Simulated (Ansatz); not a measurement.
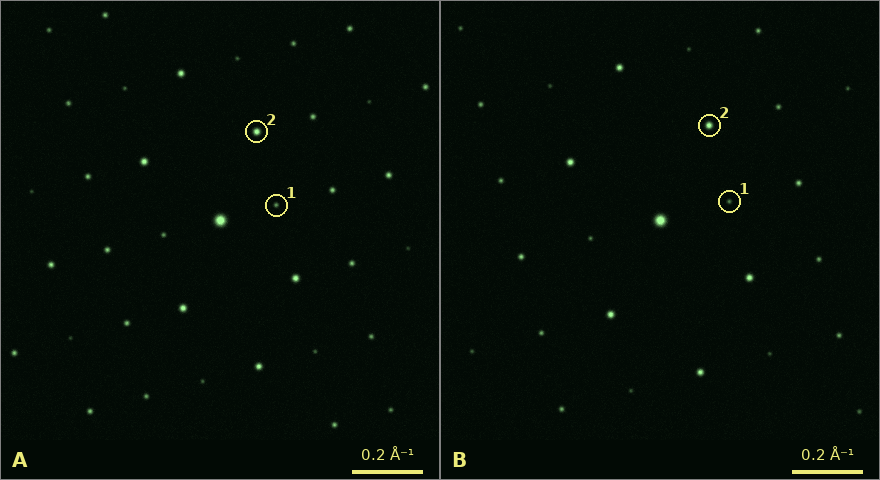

Kinematic electron diffraction patterns (300 kV, B = 0.5 Å², same scale) along [1-10] of the run's own cell, for the start and the end of one relaxation of Cs2H with DFT PBE, scalar-relativistic, plane waves, PAW (Ansatz 0.2.0). k mesh 6×6×8. The start is a generated model structure, and the relaxation ends in the nearest stationary point of its symmetry, not necessarily the ground state. Spot 1 is -1 -1 0 and spot 2 is -1 -1 -1 in both.

Start structure:

```
Cs H
1.0
     6.84081    0.00000    0.00000
     0.00000    6.84081    0.00000
     0.00000    0.00000    4.40617
Cs H
4 2
Cartesian
  2.0933 2.0933 0.0000
  1.3271 5.5137 2.2031
  4.7475 4.7475 0.0000
  5.5137 1.3271 2.2031
  0.0000 0.0000 0.0000
  3.4204 3.4204 2.2031
```

Q: Which pattern belongs to the start structure, and which to the relaxed one?

A: B is the start: its cell gives d(1) = 4.837 Å, d(2) = 3.257 Å and an angle of 47.7°. A is the relaxed structure, with d(1) = 5.964 Å (+23.3 %), d(2) = 3.632 Å (+11.5 %) and 52.5°.

Q: Name reflections whose intensity changes strongly on relaxation.

A: 2 2 -1 goes from 11 to 22 % of the strongest spot.

Q: What did the relaxation do to the structure and the energy?

A: The volume changed by +58.0 % to 54.31 Å³ an atom; with the mean shift removed, the atoms moved by up to 0.10 Å relative to the cell (Cs most); the space group stayed P4_2/mnm (No. 136); the free energy fell by 170 meV an atom. Relaxed cell: a = 8.435 Å, b = 8.435 Å, c = 4.580 Å, α = 90.00°, β = 90.00°, γ = 90.00°.
